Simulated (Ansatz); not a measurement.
**SiH2F (SMILES F[SiH2]) at UCCSD/STO-3G**

What is the energy change on altering one bond length of SiH2F at UCCSD/STO-3G? 

Program for the calculation: Ansatz 0.2.0.

46 further runs of the same task are left out: 46 set aside as unsound or not needed.

## (1) The molecule

The species is SiH2F (4 atoms), meant as a doublet with charge 0. SMILES: `F[SiH2]`. Geometry: relaxed at GFN2-xTB.

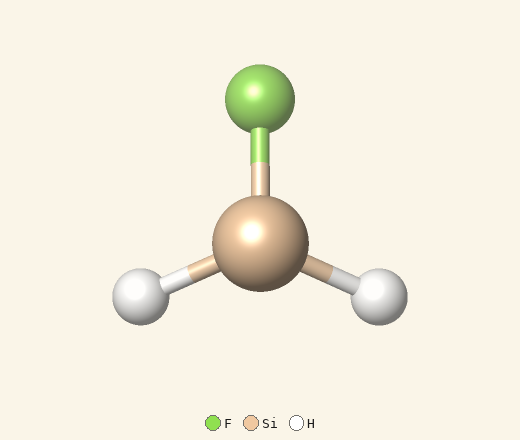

Viewed from a chosen angle; fluorine green, silicon light orange, hydrogen white.

## (2) The energy at UCCSD/STO-3G

File run.yaml:

```yaml
crystal:
  periodic: [false, false, false]
  atoms:
    - {symbol: F, position_ang: [1.205590, 0.647540, -0.425510]}
    - {symbol: Si, position_ang: [-0.122150, -0.264920, -0.246870]}
    - {symbol: H, position_ang: [-1.219930, 0.678520, -0.261640]}
    - {symbol: H, position_ang: [0.136490, -1.061140, 0.934020]}
basis:
  gaussian:
    orbitals: STO-3G
total_charge: 0
magnetization:
  spin_polarized: true
  initial_magnetization: 1
correlation:
  method: ccsd
  frozen_orbitals: {F: 1, H: 0, Si: 5}
accuracy: high
scf:
  omitted_lower_state_checks: [cluster_reference, increment]
```

Started as:

```
$ ansatz run run.yaml --threads 1 --pin off --max-ram 2610MiB --events-out events.jsonl --progress --plain --runs-dir runs
```

Standard output, shortened:

```text
Warning: RAYON_NUM_THREADS=1 ignored (pool sized by the plan → 1); use --threads N
Functional definition: HF
  name "HF"
[...]
270 factors; integrals over basis functions are off by at most 2.6e-8 eV
[...]
mean field -10469.58230827 eV, -384.7500532913 hartree, gradient 6.8e-8 eV, S^2 0.751643; 0 other end points of the search recorded, 0 dependent functions left out
6 core orbitals not correlated: weight in the atoms' cores, before any rotation towards them, 1.000 or more for the frozen orbitals, at most 0.000 for the correlated occupied ones
reference -10469.58230827 eV, -384.7500532913 hartree; 7, 6 occupied and 3, 4 virtual orbitals, 270 factors
second order -1.24952386 eV of doubles, -0.00000000 eV of singles
cycle   1  -1.53120769 eV  change   -2.8e-1 eV  update   6.3e-2
[...]
cycle  22  -1.74556460 eV  change  -1.0e-10 eV  update   1.3e-9
Total energy: -10471.32787287 eV, -384.8142016072 hartree
Checks for a lower state left out: cluster_reference, increment
```

Wall time 0.16 s (1 thread of Arm Neoverse V1, shared host).

## (3) The distorted shape at the same level

File input.yaml:

```yaml
crystal:
  periodic: [false, false, false]
  atoms:
    - {symbol: F, position_ang: [1.140934, 0.846584, -0.720716]}
    - {symbol: Si, position_ang: [-0.186806, -0.065876, -0.542076]}
    - {symbol: H, position_ang: [-1.284586, 0.877564, -0.556846]}
    - {symbol: H, position_ang: [0.136490, -1.061140, 0.934020]}
basis:
  gaussian:
    orbitals: STO-3G
magnetization:
  spin_polarized: true
  initial_magnetization: 1
correlation:
  method: ccsd
  frozen_orbitals: {F: 1, H: 0, Si: 5}
accuracy: high
scf:
  omitted_lower_state_checks: [cluster_reference, increment]
```

Started as:

```
$ ansatz run input.yaml --threads 1 --pin off --max-ram 2610MiB --events-out events.jsonl --progress --plain --runs-dir runs
```

Standard output, shortened:

```text
Warning: RAYON_NUM_THREADS=1 ignored (pool sized by the plan → 1); use --threads N
Functional definition: HF
  name "HF"
[...]
268 factors; integrals over basis functions are off by at most 3.1e-8 eV
[...]
mean field -10468.28985950 eV, -384.7025566748 hartree, gradient 9.9e-8 eV, S^2 0.764749; 0 other end points of the search recorded, 0 dependent functions left out
6 core orbitals not correlated: weight in the atoms' cores, before any rotation towards them, 1.000 or more for the frozen orbitals, at most 0.000 for the correlated occupied ones
reference -10468.28985950 eV, -384.7025566748 hartree; 7, 6 occupied and 3, 4 virtual orbitals, 268 factors
second order -1.45024121 eV of doubles, -0.00000000 eV of singles
cycle   1  -1.80203086 eV  change   -3.5e-1 eV  update   7.8e-2
[...]
cycle  24  -2.11612097 eV  change   5.4e-10 eV  update   1.4e-9
Total energy: -10470.40598046 eV, -384.7803226859 hartree
Checks for a lower state left out: cluster_reference, increment
```

It took 0.18 s on 1 thread of Arm Neoverse V1, shared host.

## (4) What came out

At UCCSD/STO-3G, 6 core orbitals frozen:

| quantity | value |
| --- | --- |
| first shape: total energy | -384.81420 Eh |
| first shape: correlation energy (6 core orbitals frozen) | -64.1 mEh |
| first shape: ⟨S²⟩ of the reference determinant | 0.752 |
| first shape: T1 diagnostic | 0.016 |
| distorted shape: total energy | -384.78032 Eh |
| distorted shape: correlation energy (6 core orbitals frozen) | -77.8 mEh |
| distorted shape: ⟨S²⟩ of the reference determinant | 0.765 |
| distorted shape: T1 diagnostic | 0.019 |
| energy change with the Si2–H4 bond stretched from 1.448 to 1.809 Å | 0.922 eV |

**Reading.** With the Si2–H4 bond stretched from 1.448 to 1.809 Å the energy rises by 0.92 eV (88.9 kJ/mol). The first shape isn't relaxed at this level, so the change isn't measured from a minimum. The minimal basis adds a large error of its own.
